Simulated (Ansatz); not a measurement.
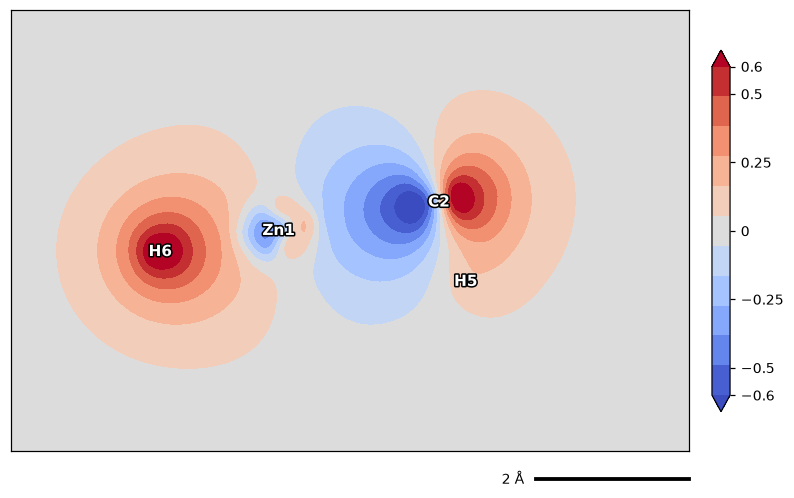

*CH$_{4}$Zn (charge +1, doublet). The HOMO (α) on the plane of atoms Zn1, C2 and H5 (values in Å⁻³ᐟ²; the overall sign is arbitrary).*

Geometry: PBE-D4/def2-TZVP.

The calculation used UKS PBE0-D4/def2-TZVP (Ansatz 0.2.0).

The calculation's input:

```
crystal:
  periodic: [false, false, false]
  atoms:
    - {symbol: Zn, position_ang: [-0.006792, 0.003690, -1.239408]}
    - {symbol: C, position_ang: [0.004847, -0.002620, 0.886931]}
    - {symbol: H, position_ang: [-0.472414, 0.969684, 1.059721]}
    - {symbol: H, position_ang: [1.087318, -0.075386, 1.048076]}
    - {symbol: H, position_ang: [-0.597617, -0.903648, 1.054841]}
    - {symbol: H, position_ang: [-0.015333, 0.008269, -2.810170]}
basis:
  gaussian: {orbitals: def2-TZVP, initial_orbitals: start.molden}
total_charge: 1
magnetization: {spin_polarized: true, initial_magnetization: 1}
hamiltonian: {xc: pbe0, dispersion: d4}
scf: {omitted_lower_state_checks: [starts]}
output: {orbitals: {seedname: orbitals}}
```

Launched as:

```sh
ansatz run in.yaml --threads 4 --pin off --events-out ev --progress --plain --max-ram 3916MiB
```

Where does this orbital lie, and at what energy?

By Hirshfeld shares it lies mainly on C2 (about 35 %), H6 (about 30 %) and Zn1 (about 25 %). Its energy is −15.07 eV.
